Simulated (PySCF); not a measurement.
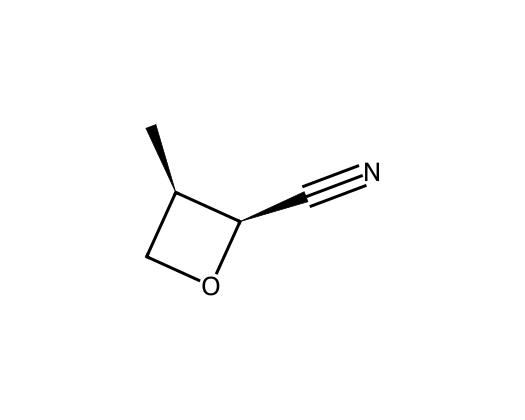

Question: Transcribe the drawing into SMILES.

Answer: C[C@@H]1CO[C@@H]1C#N

Question: What is the molecular formula?

Answer: C5H7NO.

Question: An optimisation with GFN2-xTB gave a structure of which point group?

Answer: C1.

The parts below concern this one geometry. Atoms keep their numbers from picture to picture. Computed geometry: GFN2-xTB optimisation. No frequency run is at hand to confirm it as a minimum.

Geometry

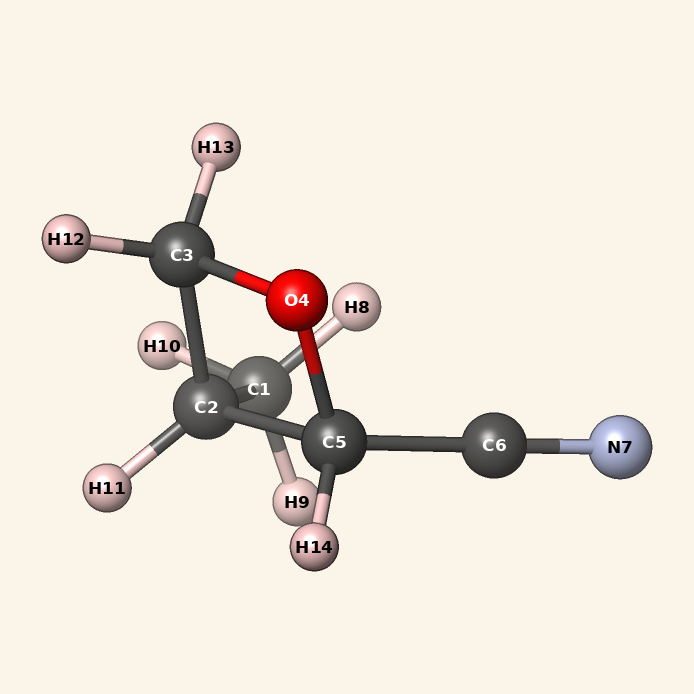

C1 lies behind C2. The molecule seen a little off the C2–C1 bond, C2 in front. Atoms fade into the background with distance from the viewer. No frequency run is at hand to confirm it as a minimum.

Question: What is the torsion angle C3–C2–C1–H8? The sign is positive where the front bond must turn clockwise to cover the back bond.

Answer: 47°, synclinal (gauche). The bonds about C2–C1 are staggered.

Electronic properties

No frequency run is at hand to confirm it as a minimum. Properties computed with PBE0/def2-SVPD, gas phase (PySCF 2.14.0). Excitations: vertical, linear response.

What does the calculation give?

- dipole moment: 4.43 D
- HOMO energy (Kohn–Sham orbital): −8.19 eV
- LUMO energy (Kohn–Sham orbital): −0.27 eV
- HOMO–LUMO gap: 7.92 eV
- mean static polarisability: 63.1 bohr³
- lowest vertical singlet excitation: 6.36 eV
- its oscillator strength: 0.005

NMR shielding

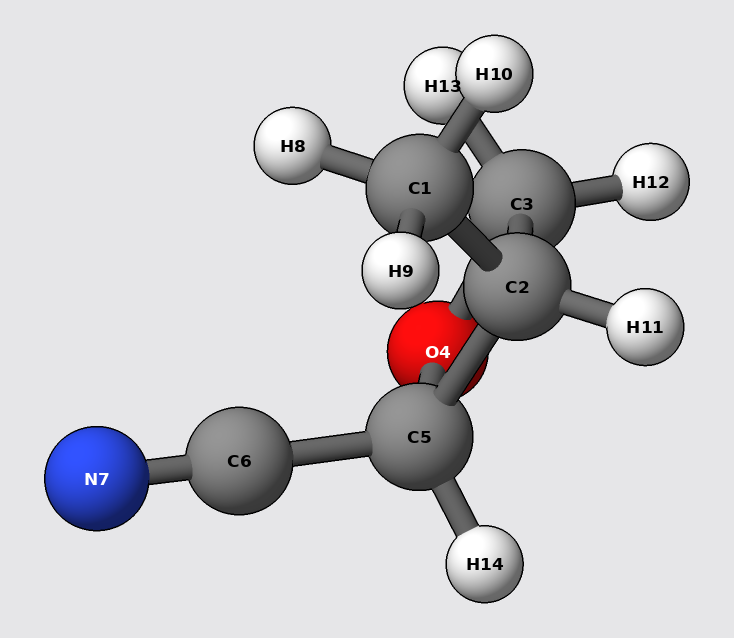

No frequency run is at hand to confirm it as a minimum. Properties computed with GIAO PBE0/pcSseg-1 NMR shielding, non-relativistic, gas phase (PySCF 2.14.0). Principal shieldings σ11 ≤ σ22 ≤ σ33, span Ω = σ33 − σ11, skew κ = 3(σiso − σ22)/Ω.

Give the shielding tensors of the O atoms.

```
atom    σ11    σ22    σ33   σiso      Ω      κ
  O4  239.8  321.1  371.5  310.8  131.7  −0.23
```

Shieldings and span in ppm.

Ring current

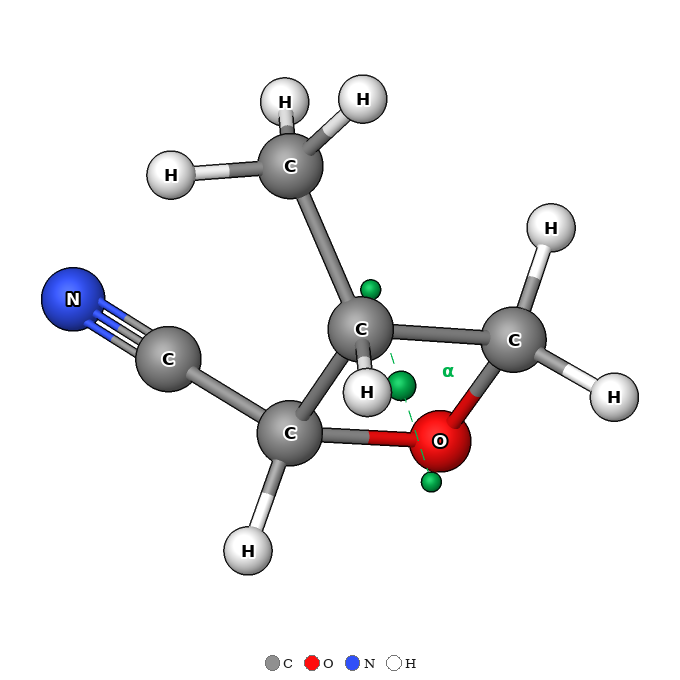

The small points mark where nucleus-independent chemical shifts (NICS) were computed: at the centre of each lettered ring and 1 Å above and below it. No frequency run is at hand to confirm it as a minimum. Method: GIAO PBE0/pcSseg-1 NMR shielding, non-relativistic, gas phase (PySCF 2.14.0).

Give NICS(0), NICS(1) and the out-of-plane component NICS(1)zz for each ring (means of the two sides).

| ring | members | NICS(0) | NICS(1) | NICS(1)zz |
| --- | --- | --- | --- | --- |
| α | C3O | −0.3 | 1.2 | 4.4 |

Values in ppm.
